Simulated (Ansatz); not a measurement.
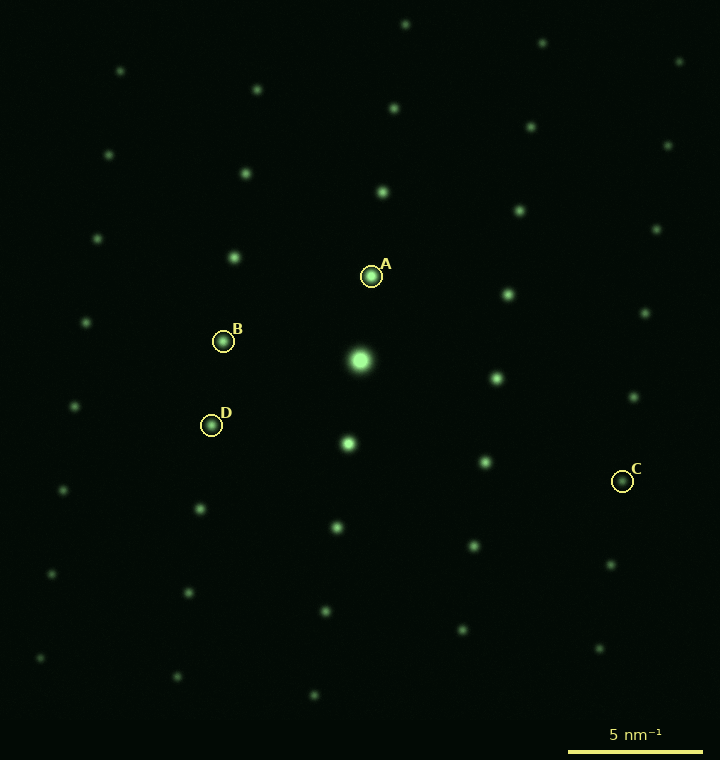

Computed electron diffraction pattern, 200 kV, single scattering only, B = 0.3 Å². The zone axis points towards the electron source and the pattern is seen from the source side.

Ca, space group Fm-3m (No. 225), a = 5.458 Å. Structure: the input geometry of an electronic-structure calculation (not necessarily at equilibrium).

Spot A is indexed -1 1 1 and spot B 0 -2 2.

Give hkl for C, D.

Answer. C = −A − 2B = 1 3 -5 (d = 0.923 Å). D = −A + B = 1 -3 1 (d = 1.646 Å).

Find the zone axis.

Answer. The cross product of A and B is parallel to [211]; every spot obeys hu + kv + lw = 0.
